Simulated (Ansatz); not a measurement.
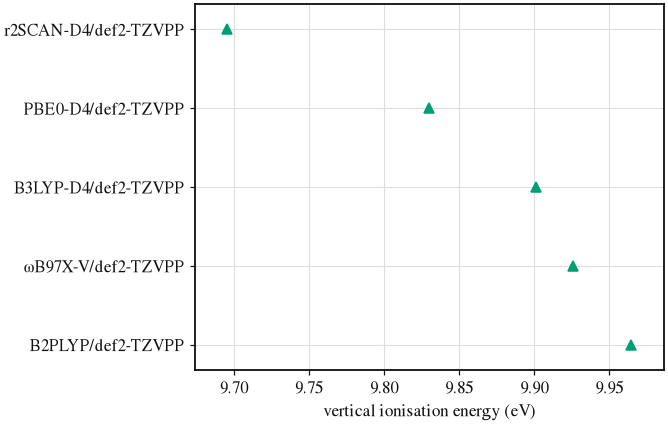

Vertical ionisation energy of C₂H₅NO, SMILES CNC=O, taken as the energy of the cation less that of the neutral at fixed geometry (unrestricted doublet cation, cores frozen in correlated methods, no spin-orbit coupling), the Ansatz code 0.2.0, at a PBE0-D4/def2-TZVP geometry (a minimum by its frequencies).

**What range do the values span?**

From 9.70 eV (r2SCAN-D4/def2-TZVPP) to 9.96 eV (B2PLYP/def2-TZVPP).

**Give the values.**

```tsv
level	eV
r2SCAN-D4/def2-TZVPP	9.70
PBE0-D4/def2-TZVPP	9.83
B3LYP-D4/def2-TZVPP	9.90
ωB97X-V/def2-TZVPP	9.93
B2PLYP/def2-TZVPP	9.96
```

Caveats, for all or some of the runs: one conformer of a flexible molecule.
